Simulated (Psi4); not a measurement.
# GeF2 (SMILES [F][Ge][F]): SCAN/pcseg-1 (sweep point 6)

What is the vertical electron affinity of GeF2 at SCAN/pcseg-1 (sweep point 6)? 

Program for the calculation: Psi4 1.11.

### Step 1. The structure to begin with

GeF2: 3 atoms, total charge 0, spin state singlet. As SMILES, `[F][Ge][F]`. The coordinates come from a PBE0-D4/def2-TZVP relaxation.

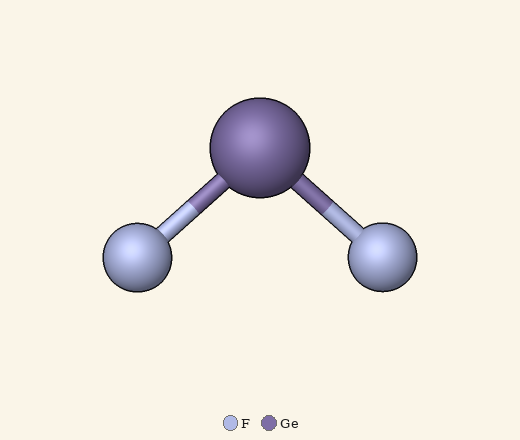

Viewed from a chosen angle; fluorine light blue, germanium purple.

### Step 2. The energy at SCAN/pcseg-1 (sweep point 6)

job.py reads:

```python
import psi4

psi4.set_memory(1600000000)
psi4.set_num_threads(1)
psi4.core.set_output_file('f2ge.out', False)

m = psi4.geometry("""
0 1
F     -0.675900    -1.101800    -0.497500
Ge     0.637500    -0.295200     0.320200
F      0.027600     1.332100     0.164100
units angstrom
symmetry c1
""")

psi4.set_options({
    'basis': 'pcseg-1',
    'puream': True,
    'scf_type': 'pk',
    'dft_radial_points': 99,
    'dft_spherical_points': 590,
})

E, wfn = psi4.energy('scan', molecule=m, return_wfn=True)
print(f'scan energy: {E:.10f} Eh')
```

Launch:

```console
python job.py
```

f2ge.out:

```text
[...]
  Running in c1 symmetry.
[...]
  Nuclear repulsion =  191.062717603408373
[...]
  Multiplicity = 1
[...]
  Nalpha       = 25
  Nbeta        = 25
[...]
    Number of basis functions: 55
[...]
   @RKS iter   1: -2276.23771142818850   -3.40715e+00   1.64024e-02 DIIS/ADIIS
[...]
   @RKS iter   9: -2276.58247764668977   -1.33150e-09   2.21095e-07 DIIS
[...]
    Orbital Energies [Eh]
    ---------------------
    Doubly Occupied:
       1A   -398.206336     2A    -49.620980     3A    -44.133258
       4A    -44.131363     5A    -44.130308     6A    -24.467762
       7A    -24.467745     8A     -6.219658     9A     -4.392665
      10A     -4.387866    11A     -4.383608    12A     -1.219492
      13A     -1.212604    14A     -1.200929    15A     -1.197731
      16A     -1.194179    17A     -1.132151    18A     -1.101973
      19A     -0.523530    20A     -0.426004    21A     -0.397577
      22A     -0.395680    23A     -0.371740    24A     -0.357747
      25A     -0.296950
[...]
  @RKS Final Energy: -2276.58247764668977
   => Energetics <=
    Nuclear Repulsion Energy =            191.0627176034083732
    One-Electron Energy =               -3554.0061884409515187
    Two-Electron Energy =                1186.4544781407480514
    DFT Exchange-Correlation Energy =    -100.0934849498950285
    Empirical Dispersion Energy =           0.0000000000000000
    VV10 Nonlocal Energy =                  0.0000000000000000
    Total Energy =                      -2276.5824776466897674
[...]
 Multipole Moments:
 ------------------------------------------------------------------------------------
     Multipole            Electronic (a.u.)      Nuclear  (a.u.)        Total (a.u.)
 ------------------------------------------------------------------------------------
 L = 1.  Multiply by 2.5417464519 to convert [e a0] to [Debye]
 Dipole X            :          2.9747794           -2.0857990            0.8889804
 Dipole Y            :         -1.1387528            0.7983941           -0.3403586
 Dipole Z            :         -0.0000000            0.0000000           -0.0000000
 Magnitude           :                                                    0.9519087
[...]
```

Standard output:

```text
scan energy: -2276.5824776467 Eh
```

It took 5.1 s on 1 thread of Intel Xeon 6975P-C (Granite Rapids), shared host; peak memory 0.79 GiB.

### Step 3. The doublet anion

calc.py reads:

```python
import psi4

psi4.set_memory('1600 MB')
psi4.set_num_threads(1)
psi4.set_output_file('f2ge.out', False)

mol = psi4.geometry("""
-1 2
F     -0.675900    -1.101800    -0.497500
Ge     0.637500    -0.295200     0.320200
F      0.027600     1.332100     0.164100
symmetry c1
""")

psi4.set_options({
    'reference': 'uks',
    'puream': True,
    'scf_type': 'pk',
    'dft_radial_points': 99,
    'dft_spherical_points': 590,
    'maxiter': 150,
})

e, wfn = psi4.energy('scan/pcseg-1', return_wfn=True)
print(f'total energy {e:.8f} hartree = {e * 27.211386:.5f} eV')
```

Launch:

```console
python calc.py
```

f2ge.out:

```text
[...]
  Running in c1 symmetry.
[...]
  Nuclear repulsion =  191.062717603408373
[...]
  Multiplicity = 2
[...]
  Nalpha       = 26
  Nbeta        = 25
[...]
    Number of basis functions: 55
[...]
   @UKS iter   1: -2276.05460709910585   -3.22404e+00   1.80724e-02 DIIS/ADIIS
[...]
   @UKS iter   9: -2276.59700971036455   -3.40424e-09   6.39842e-07 DIIS
[...]
   @S^2 Observed:                7.566386303E-01
[...]
    Orbital Energies [Eh]
    ---------------------
    Alpha Occupied:
       1A   -397.899963     2A    -49.315093     3A    -43.826639
       4A    -43.825967     5A    -43.825735     6A    -24.208004
       7A    -24.207977     8A     -5.913769     9A     -4.085508
      10A     -4.081602    11A     -4.079980    12A     -0.931952
      13A     -0.917870    14A     -0.894017    15A     -0.893815
      16A     -0.891148    17A     -0.864194    18A     -0.836934
      19A     -0.265553    20A     -0.174566    21A     -0.150367
      22A     -0.146917    23A     -0.124443    24A     -0.111332
      25A     -0.039590    26A      0.101493
    Alpha Virtual:
[...]
  @UKS Final Energy: -2276.59700971036455
   => Energetics <=
    Nuclear Repulsion Energy =            191.0627176034083732
    One-Electron Energy =               -3568.1389938621309739
    Two-Electron Energy =                1200.8772875467709582
    DFT Exchange-Correlation Energy =    -100.3980209984128322
    Empirical Dispersion Energy =           0.0000000000000000
    VV10 Nonlocal Energy =                  0.0000000000000000
    Total Energy =                      -2276.5970097103645458
[...]
 Multipole Moments:
 ------------------------------------------------------------------------------------
     Multipole            Electronic (a.u.)      Nuclear  (a.u.)        Total (a.u.)
 ------------------------------------------------------------------------------------
 L = 1.  Multiply by 2.5417464519 to convert [e a0] to [Debye]
 Dipole X            :          2.3147349           -2.0857990            0.2289359
 Dipole Y            :         -0.8860743            0.7983941           -0.0876802
 Dipole Z            :          0.0000000            0.0000000            0.0000000
 Magnitude           :                                                    0.2451519
[...]
```

On the terminal:

```text
total energy -2276.59700971 hartree = -61949.36000 eV
```

Run time: 6.9 s. Hardware: 1 thread of Intel Xeon 6975P-C (Granite Rapids), shared host; peak memory 0.79 GiB.

### Step 4. Results

Level: SCAN/pcseg-1 (sweep point 6).

```
                                         quantity           value
                       singlet GeF2: total energy  -2276.58248 Eh
                      singlet GeF2: dipole moment          2.42 D
                        singlet GeF2: HOMO energy        -8.08 eV
                        singlet GeF2: LUMO energy        -3.43 eV
                      singlet GeF2: HOMO–LUMO gap         4.65 eV
                      doublet anion: total energy  -2276.59701 Eh
doublet anion: HOMO energy (highest over α and β)         2.76 eV
 doublet anion: LUMO energy (lowest over α and β)         4.59 eV
                              doublet anion: ⟨S²⟩           0.757
vertical electron affinity (to the doublet anion)        0.395 eV
```

What this shows: At fixed nuclei the extra electron is bound by 0.40 eV (9.1 kcal/mol). The basis has no diffuse functions, so the error can be as large as this value. The HOMO (doublet anion) lies at positive energy, 2.76 eV, as semi-local functionals often give for anions; only total energies tell whether the electron is bound.
